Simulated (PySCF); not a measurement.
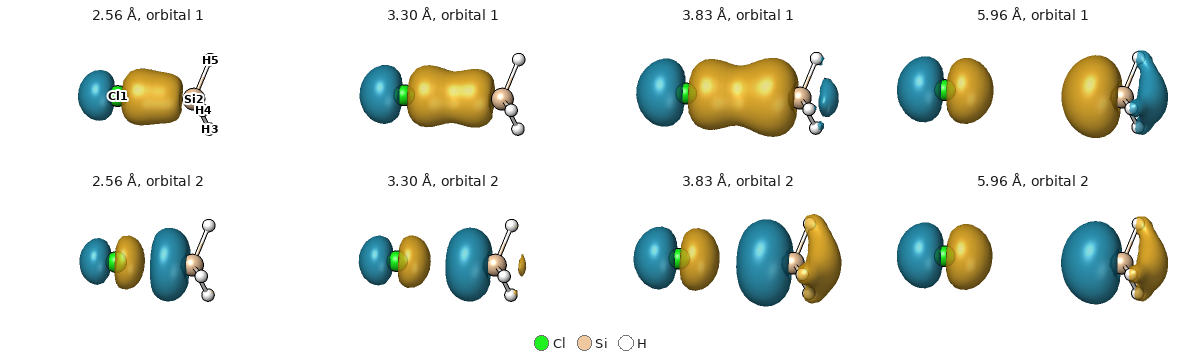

Figure 1: ClH3Si, SMILES `Cl[SiH3]`. Rigid stretch of the Cl1–Si2 bond. The two CASSCF(2,2) natural orbitals nearest half filling (orbital 1 the more occupied).

Computed with PySCF, 6-31+G* basis, geometry: GFN2-xTB. No frequency check shows the geometry to be a minimum. GFN2-xTB bond lengths at metals and heavier atoms can be off by up to 0.1 Å and shapes distorted, which carries into these values.

Cartesian coordinates (Å):

```
Cl1     -1.0452    0.0000    0.0000
Si2      0.9650   -0.0000    0.0001
H3       1.4193   -1.2584   -0.5812
H4       1.4206    0.1260    1.3789
H5       1.4192    1.1326   -0.7992
```

How do the occupations change along the stretch?

2.56 Å: 1.95 and 0.05; 3.30 Å: 1.80 and 0.20; 3.83 Å: 1.53 and 0.47; 5.96 Å: 1.03 and 0.97. At the longest distance computed (5.96 Å) they are 1.03 and 0.97, and the effective number of unpaired electrons is 2.0.

Where does the UHF solution part from RHF?

Between 2.88 Å (⟨S²⟩ = 0, the two coincide) and 3.30 Å (⟨S²⟩ = 0.70); at 5.96 Å ⟨S²⟩ is 1.01 and UHF lies 3.2 eV below RHF.

How much energy does the stretch cost?

By CASSCF, 3.9 eV from the lowest point of the scan (2.13 Å) to 5.96 Å; RHF gives 6.6 eV from its own lowest point. The fragments aren't relaxed and dynamic correlation is missing, so this isn't a bond dissociation energy.
